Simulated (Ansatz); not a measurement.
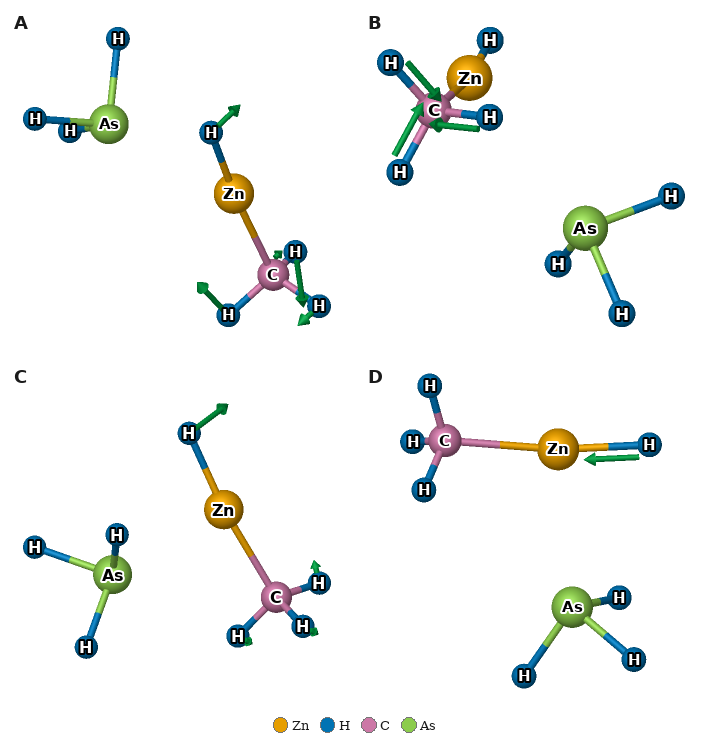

4 normal modes of one molecule or complex, as arrows. Harmonic vibrations computed with RKS PBE0-D4/def2-TZVP (Ansatz 0.2.0) at a stationary point of the same level.

**Match the panels to the wavenumbers 493 cm⁻¹, 688 cm⁻¹, 1850 cm⁻¹, 3041 cm⁻¹.**

A: 688 cm⁻¹, H–C–Zn bending
B: 3041 cm⁻¹, in-phase stretching of 3 C–H bonds
C: 493 cm⁻¹
D: 1850 cm⁻¹, Zn–H stretching
